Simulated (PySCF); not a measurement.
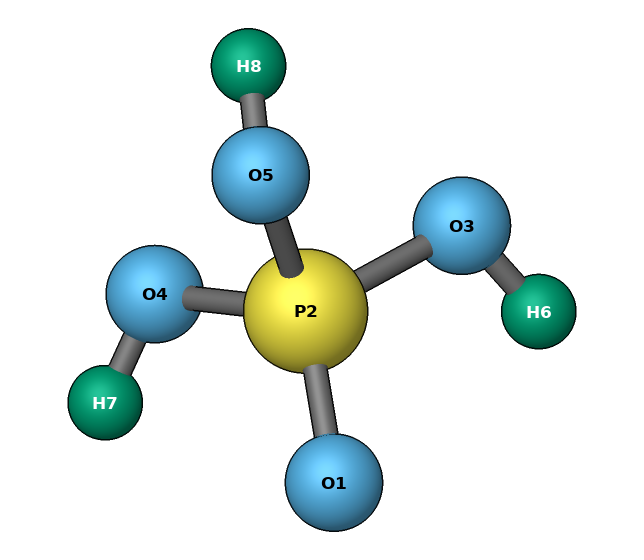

The questions are on isotropic NMR shieldings of the O atoms. The computed structure is the end point of a GFN2-xTB optimisation. No frequency run is at hand to confirm it as a minimum. Level of theory: GIAO PBE0/pcSseg-1 NMR shielding, non-relativistic, gas phase (PySCF 2.14.0).

List the isotropic NMR shieldings of the O atoms.

```json
{"atom": "O1", "σ (ppm)": "194.4"}
{"atom": "O3", "σ (ppm)": "227.1"}
{"atom": "O4", "σ (ppm)": "224.4"}
{"atom": "O5", "σ (ppm)": "238.0"}
```

The geometry is semi-empirical. Around P such bond lengths and angles can be off by a tenth of an ångström or more and by several degrees, and values that hang on the shape move with them.
